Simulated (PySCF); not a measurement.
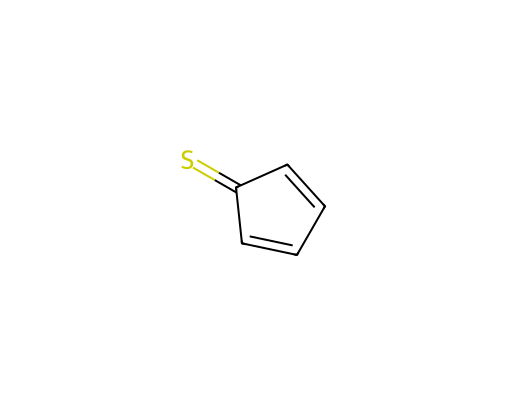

Question: Transcribe the drawing into SMILES.

Answer: S=C1C=CC=C1

Question: What is the molecular formula?

Answer: C5H4S.

Question: An optimisation with PBE0-D3(BJ)/def2-SVP gave a structure of which point group?

Answer: C2v.

The parts below concern this one geometry. Atoms keep their numbers from picture to picture. Computed geometry: PBE0-D3(BJ)/def2-SVP optimisation. No frequency run is at hand to confirm it as a minimum.

### Shape

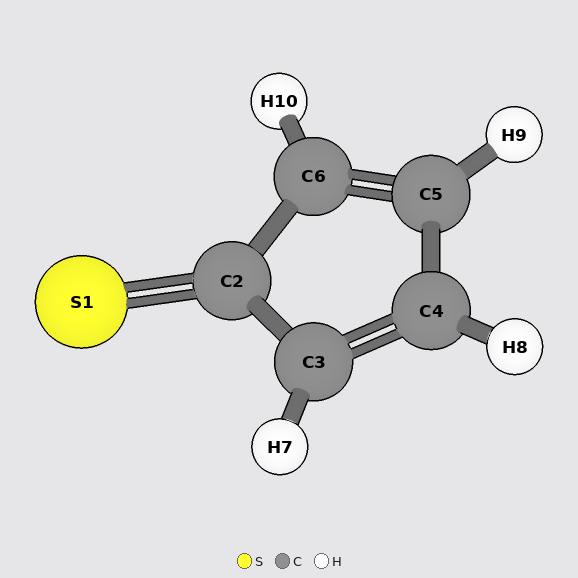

Numbered structure. No frequency run is at hand to confirm it as a minimum.

Question: How are the neighbours of atom 3 arranged?

Answer: C3 has 3 neighbours (C2 at 1.48, C4 at 1.35, H7 at 1.09 Å); the arrangement is trigonal planar.

Question: How are the neighbours of atom 4 arranged?

Answer: C4 has 3 neighbours (C3 at 1.35, C5 at 1.49, H8 at 1.09 Å); the arrangement is trigonal planar.

Question: How are the neighbours of atom 2 arranged?

Answer: C2 has 3 neighbours (S1 at 1.63, C3 at 1.48, C6 at 1.48 Å); the arrangement is trigonal planar.

Question: What is the dihedral angle S1–C2–C3–C4?

Answer: 180° in size, that is anti.

### Dipole moment

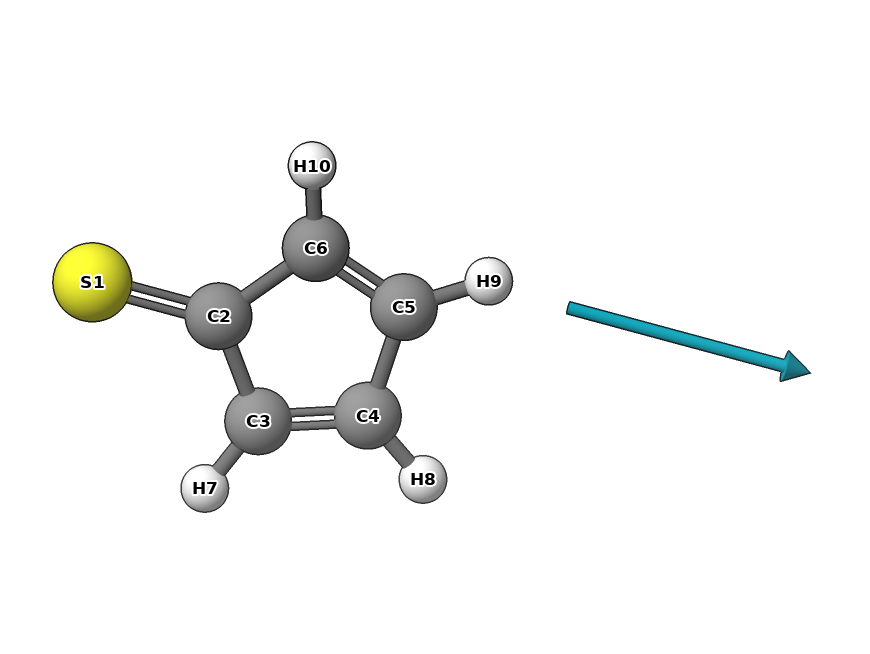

The arrow beside the molecule shows the direction of the dipole moment, from the negative to the positive end (its length means nothing). No frequency run is at hand to confirm it as a minimum. Properties computed with ωB97X-D/def2-SVPD in chloroform (IEF-PCM) (PySCF 2.14.0).

Question: Estimate the dipole moment.

Answer: 3.48 D; it points from the side of S1 to the side of H8, H9 (the outermost atoms at the two ends).

### Excitation

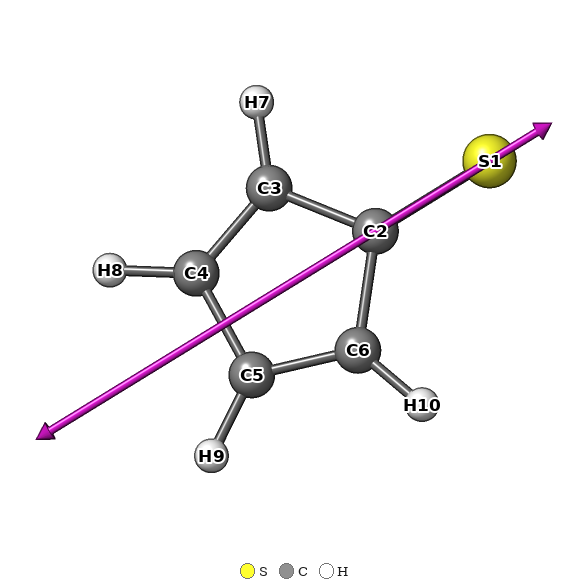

The double arrow shows the direction of the transition dipole to excited singlet state 3 (its length means nothing). No frequency run is at hand to confirm it as a minimum. Method: TDDFT ωB97X-D/def2-SVPD, vertical, IEF-PCM chloroform (non-equilibrium linear response), core orbitals frozen in the response (PySCF 2.14.0).

Question: How is the transition polarised?

Answer: In the molecular plane, nearly parallel to the S1–C2 bond.

Question: Give its energy, strength and character.

Answer: 4.57 eV (271 nm), oscillator strength 0.55, mainly HOMO−2 → LUMO (weight 0.96); transition dipole 5.61 D.

### NMR shielding

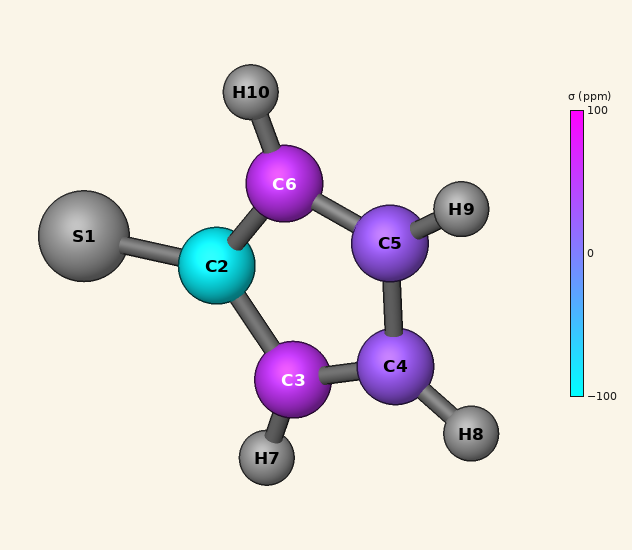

Atoms are coloured by their isotropic NMR shieldings (C only, the others grey). No frequency run is at hand to confirm it as a minimum. Level of theory: GIAO PBE0/pcSseg-1 NMR shielding, non-relativistic, IEF-PCM chloroform (PySCF 2.14.0).

Question: Which C atom is the most shielded (lowest chemical shift)?

Answer: C3, C6 (57.6 to 57.7 ppm).

Question: Which C atom is the least shielded (highest chemical shift)?

Answer: C2 (−91.9 ppm).

Question: How wide is the range of C shifts?

Answer: 149.6 ppm.

List the isotropic NMR shieldings of the C atoms.

| atom | σ (ppm) |
| --- | --- |
| C2 | −91.9 |
| C3 | 57.6 |
| C4 | 26.6 |
| C5 | 26.5 |
| C6 | 57.7 |
